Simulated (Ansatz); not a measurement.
**AlFH₂O₂···HCl···HF: density, localisation and related maps**

```xyz
10

Al   -0.9452   -0.8870   -0.0411
Cl    1.6022    0.8043   -1.7870
O    -0.2172   -2.3919    0.2625
O    -2.1419   -0.7921   -1.2439
H     0.9255    1.7841    1.5718
F    -0.7027    0.4499    1.0514
H     1.8249    1.4308   -0.6496
F     1.7626    2.1253    1.4061
H     0.4881   -2.5550    0.9052
H    -2.5963    0.0315   -1.4753
```

Not at a stationary point (largest force 1.5 eV/Å).

Theory: RKS PBE-D4/def2-SVP (Ansatz).

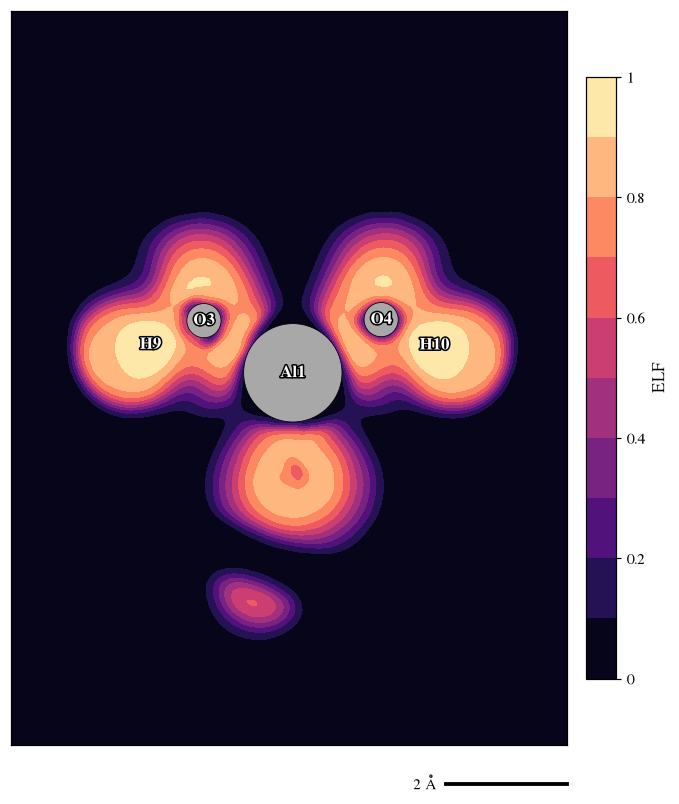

Figure 1. ELF on the plane of atoms Al1, O4 and H10. Grey discs cover the atomic cores.

What does the map show?

The section cuts through Al, O and H sites.
Al–O (1.70 Å): the ELF peaks at about 0.85 in the valence shell of O, 0.6 Å from its nucleus, and is about 0.40 at the midpoint.
O–H (0.97 Å): the ELF climbs to about 1 towards the hydrogen, as it does in any bond to H; an ordinary covalent bond to hydrogen.
The ELF also peaks beside F6, O3 and O4, away from the bonds: lone-pair regions.

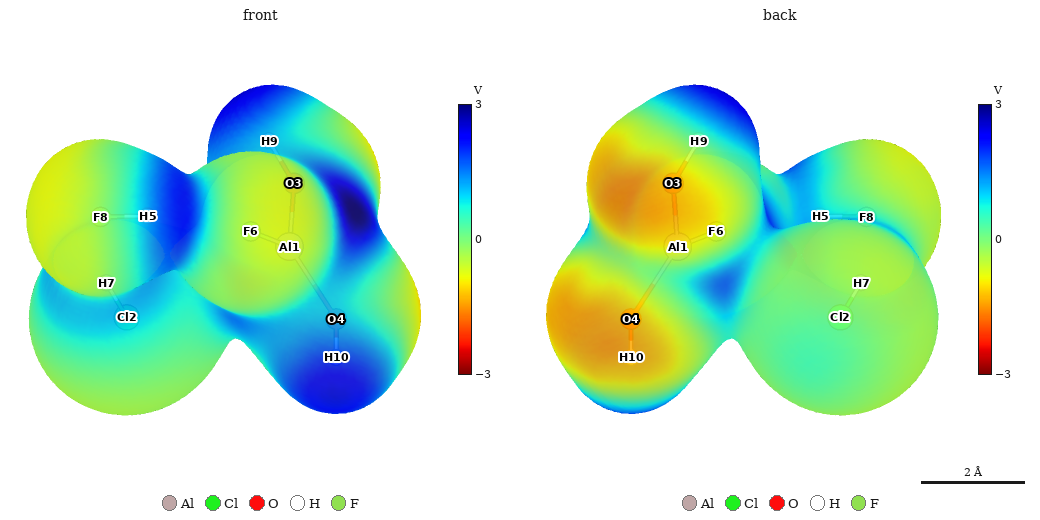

Figure 2. The electrostatic potential painted on the density surface at 0.002 e/bohr³, seen from the front and from behind; red is negative and blue positive.

Describe the electrostatic potential map.

The most negative region (about −1.5 V) lies over O3 and O4, the most positive (about +2.7 V) over Al1. Cl2 shows a σ-hole: about +0.4 V at the tip opposite its bond, against about −0.1 V on its flanks.

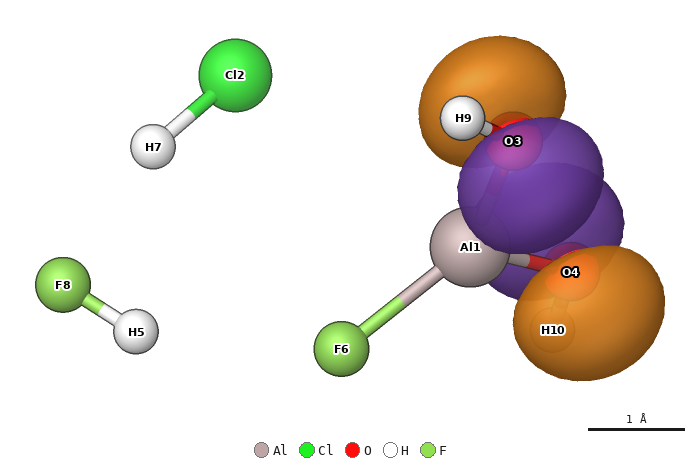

Figure 3. The HOMO at ±0.15 Å⁻³ᐟ² (orange and purple are the two phases), seen from one side.

Where does this orbital lie, and at what energy?

By Hirshfeld shares it lies mainly on O4 (about 45 %) and O3 (about 40 %); largely a combination of lone pairs on O4 and O3. Its energy is −7.17 eV.

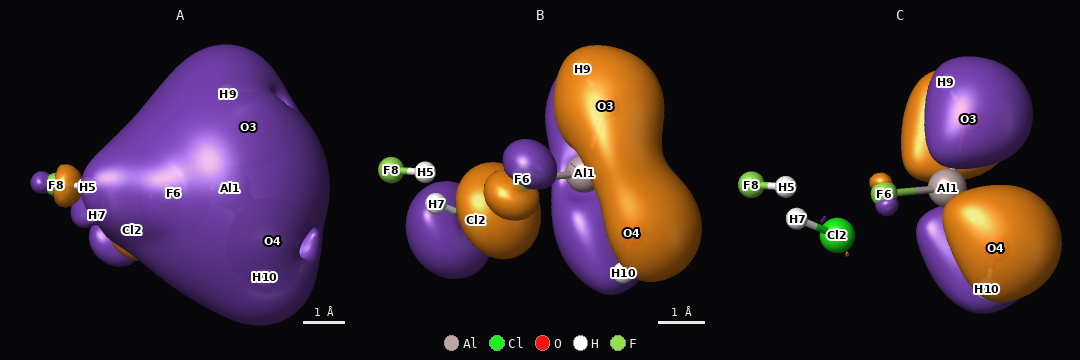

Figure 4. Three frontier orbitals at ±0.05 Å⁻³ᐟ² (orange and purple are the two phases), in no order.

Which picture is the HOMO−1, the HOMO and the LUMO?

B is the HOMO−1 (−7.62 eV). It lies mainly on O3 (about 35 %), O4 (about 35 %), Cl2 (about 10 %) and Al1 (about 10 %); largely a combination of lone pairs on O3, O4 and Cl2. C is the HOMO (−7.17 eV). It lies mainly on O4 (about 45 %) and O3 (about 40 %); largely a combination of lone pairs on O4 and O3. A is the LUMO (−1.58 eV). Its weight (Hirshfeld) is mainly on Al1 (about 50 %), O3 (about 10 %), O4 (about 10 %), F6 (about 10 %) and Cl2 (about 5 %).

What is the HOMO–LUMO gap?

5.59 eV between the orbital energies.
